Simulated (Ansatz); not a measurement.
**Fields on a plane of PbTe (rock salt)**

```
PbTe
1.0
    0.00000     3.28451     3.28451
    3.28451     0.00000     3.28451
    3.28451     3.28451     0.00000
Te Pb
1 1
Direct
  0.00000   0.00000   0.00000
  0.50000   0.50000   0.50000
```

The slice is a {110} plane (indices of the conventional cell) through the point (0.000, 0.000, 0.000) (fractional), spanned by u = [100] and v = [1 -1 -1] in vectors of this cell: u (4.64 Å) and v (6.57 Å, at 90° to u). It covers one period; positions are fractions (u, v).

Atoms on it: Te at (0.00, 0.00); Pb at (0.00, 0.50).

Level of theory: PBE (plane waves to 420 eV, PAW, scalar-relativistic; Ansatz, an electronic-structure program). k mesh 9×9×9. Inside the PAW spheres the values are not all-electron values, and peaks at nuclei hang on which shells count as valence. PbTe was relaxed with its symmetry unable to fall. Spin-orbit coupling is left out, though Pb and Te are heavy.

```
|xxxxxx  ==%%@@@@@@%%==  xxxx|
|xxxxxx  **%%@@@@@@%%**  xxxx|
|xx    ++%%@@@@@@@@@@%%++    |
|::--++##@@@@@@@@@@@@@@##++--|
|++**##%%@@@@@@@@@@@@@@%%##**|
|..::==**%%@@@@@@@@@@%%**==::|
|xx    --**%%@@@@@@%%**--    |
|xxxxxx  ==##@@@@@@##==  xxxx|
|xxxxxx  ::##%%@@%%##::  xxxx|
|xxxxxxxx..**%%@@%%**..xxxxxx|
|xxxxxx  ::##%%@@%%##::  xxxx|
|xxxxxx  ==##@@@@@@##==  xxxx|
|xx    --**%%@@@@@@%%**--    |
|..::==**%%@@@@@@@@@@%%**==::|
|++**##%%@@@@@@@@@@@@@@%%##**|
|::--++##@@@@@@@@@@@@@@##++--|
|xx    ++%%@@@@@@@@@@%%++    |
|xxxxxx  **%%@@@@@@%%**  xxxx|
|xxxxxx  ==%%@@@@@@%%==  xxxx|
|xxxxxxxx--%%@@@@@@%%--xxxxxx|
```
Scale: ten equal steps from -2.00 (start of ' ') to 6.03 (end of '@'), in the order ' .:-=+*#%@'. Values: electrostatic potential energy of an electron, from the cell's mean, in eV. The map has 14 points along u (two characters each, u = 0 at the left) and 20 along v (v = 0 in the bottom row). Points within 1 Å of a nucleus are blanked (x), as the pseudised field means little there. Values under -2 eV are set to -2. The zero, the cell's mean, hangs on the PAW cores.

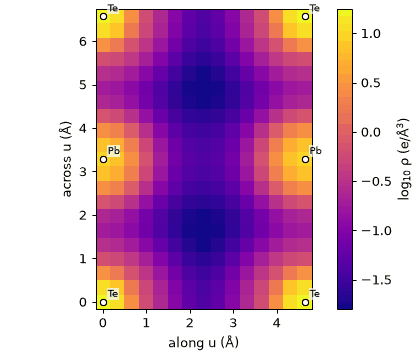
Figure. Log₁₀ of the valence density in e/Å³, one period of the plane, atoms marked. The scale is logarithmic, as a density can span decades between atoms and voids.
